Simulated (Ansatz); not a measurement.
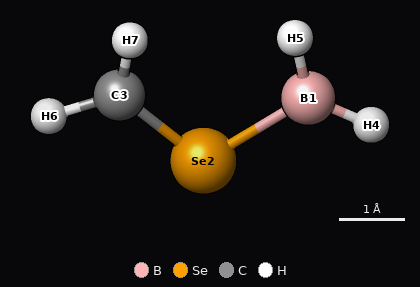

Fig. 1: The structure as given in the input (ball-and-stick view, seen at a tilt; atoms are numbered from 1 in the order of the input).

Single-point calculation of CH4BSe (charge +1)

The run: single-point calculation of CH4BSe, charge +1, SMILES B[Se][CH2+]. Method and program: RHF-CCSD(T), frozen core/def2-TZVPP (Ansatz 0.2.0).

The geometry is a randomly displaced structure. Figures and captions count atoms from 1; the log counts them from 0 in places.

**Input**
```yaml
crystal:
  periodic: [false, false, false]
  atoms:
    - {symbol: B, position_ang: [-1.329000, 0.123600, -0.646200]}
    - {symbol: Se, position_ang: [0.077600, -1.193900, -0.105000]}
    - {symbol: C, position_ang: [1.274500, -0.157300, 0.658500]}
    - {symbol: H, position_ang: [-2.210300, -0.244500, -1.163500]}
    - {symbol: H, position_ang: [-1.100200, 1.199400, -0.405700]}
    - {symbol: H, position_ang: [2.255900, -0.631000, 1.050100]}
    - {symbol: H, position_ang: [1.183700, 0.878400, 0.709000]}
basis:
  gaussian: {orbitals: def2-TZVPP}
total_charge: 1
correlation: {method: ccsd_t}
output: {forces: true}
```

**The program's output**
```
Functional definition: HF
  name "HF"
  cite "Fock, Z. Phys. 61, 126 (1930) doi:10.1007/BF01340294"
  parent pbe
  exchange = exact_x
  correlation = 0
1012 factors; integrals over basis functions are off by at most 1.2e-3 eV
mean field evaluation 1: about -67058.5487 eV, gradient 2.2e1 eV
mean field evaluation 2: about -67058.7093 eV, gradient 2.2e1 eV
mean field evaluation 4: about -67060.3165 eV, gradient 3.6e0 eV
mean field evaluation 8: about -67060.3744 eV, gradient 4.4e-1 eV
mean field evaluation 16: about -67060.3768 eV, gradient 1.9e-6 eV
mean field -67060.37682316 eV, -2464.4233930953 hartree, gradient 1.9e-6 eV, S^2 0.000000; 0 other end points of the search recorded, 0 dependent functions left out; unrestricted orbitals would lower it
11 core orbitals not correlated: weight in the atoms' cores, before any rotation towards them, 1.000 or more for the frozen orbitals, at most 0.000 for the correlated occupied ones
reference -67060.37682316 eV, -2464.4233930953 hartree; 13, 13 occupied and 142, 142 virtual orbitals, 1012 factors
second order -13.99480132 eV of doubles, -0.00000000 eV of singles
cycle   1  -14.26129316 eV  change   -2.7e-1 eV  update   1.1e-1
cycle   2  -14.71284204 eV  change   -4.5e-1 eV  update   3.5e-2
cycle   3  -14.83444217 eV  change   -1.2e-1 eV  update   2.5e-2
cycle   4  -14.81565798 eV  change    1.9e-2 eV  update   9.8e-3
cycle   5  -14.81672738 eV  change   -1.1e-3 eV  update   4.6e-3
cycle   6  -14.81826767 eV  change   -1.5e-3 eV  update   1.1e-3
cycle   7  -14.81788575 eV  change    3.8e-4 eV  update   4.1e-4
cycle   8  -14.81807971 eV  change   -1.9e-4 eV  update   1.4e-4
cycle   9  -14.81811419 eV  change   -3.4e-5 eV  update   4.9e-5
cycle  10  -14.81808281 eV  change    3.1e-5 eV  update   1.8e-5
cycle  11  -14.81809166 eV  change   -8.8e-6 eV  update   9.6e-6
cycle  12  -14.81809753 eV  change   -5.9e-6 eV  update   5.4e-6
cycle  13  -14.81810028 eV  change   -2.8e-6 eV  update   3.1e-6
```

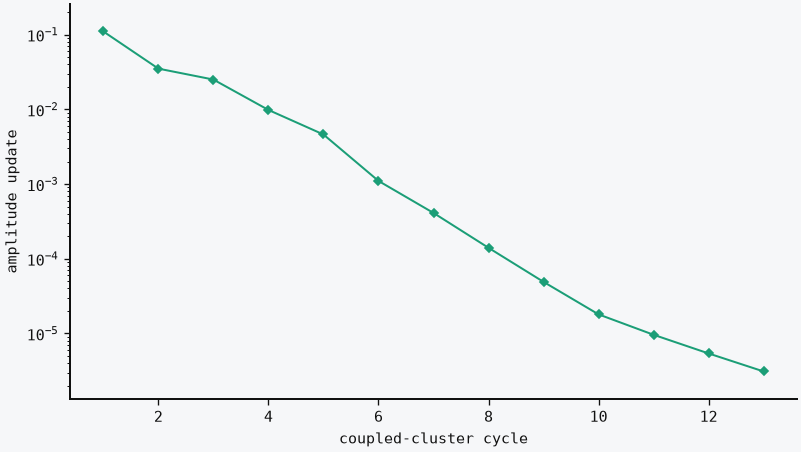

Fig. 2: Convergence of the coupled-cluster equations: amplitude update against the coupled-cluster cycle. The residual falls at every step.

```
perturbative correction -0.63091745 eV, -0.0231857887 hartree
the calculation of the forces begins
Total energy: -67075.82584090 eV, -2464.9911340253 hartree
Atom 0 at    -1.329000     0.123600    -0.646200 Å, force     1.932334     0.227731     0.964433 eV/Å
Atom 1 at     0.077600    -1.193900    -0.105000 Å, force    -0.025355    -0.933757    -0.025096 eV/Å
Atom 2 at     1.274500    -0.157300     0.658500 Å, force     2.279954    -2.069169     0.513060 eV/Å
Atom 3 at    -2.210300    -0.244500    -1.163500 Å, force    -2.394398    -1.271409    -1.394672 eV/Å
Atom 4 at    -1.100200     1.199400    -0.405700 Å, force     0.355559     1.563411     0.420813 eV/Å
Atom 5 at     2.255900    -0.631000     1.050100 Å, force    -1.836813     0.737495    -0.630483 eV/Å
Atom 6 at     1.183700     0.878400     0.709000 Å, force    -0.311282     1.745698     0.151945 eV/Å
Dipole moment:     0.163369     0.415407     0.133847 e Å
```

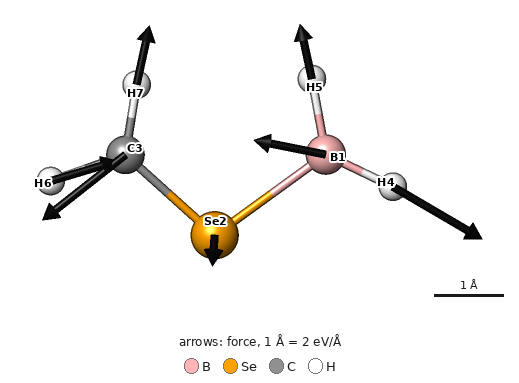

Fig. 3: Forces on the atoms as black arrows (ball-and-stick view, seen on its broad side; atoms are numbered from 1 in the order of the input). The largest act on C3 (3.12 eV/Å); H4 (3.05 eV/Å); B1 (2.17 eV/Å); H6 (2.08 eV/Å), among others. The geometry is not a stationary point of this energy.

**Results in brief**

- outcome: converged
- total energy: −67075.8258 eV
- mean-field energy: −67060.3768 eV
- CCSD correlation: −14.8181 eV
- (T) correction: −0.6309 eV
- T1 diagnostic: 0.019
- SCF solution under orbital rotations: stable within restricted orbitals
- largest force (length of the vector): 3.121 eV/Å
- hardware: 4 CPU threads, shared host
- wall time: 1.8 min (CPU time 6.8 min)
- peak memory: 2.5 GiB
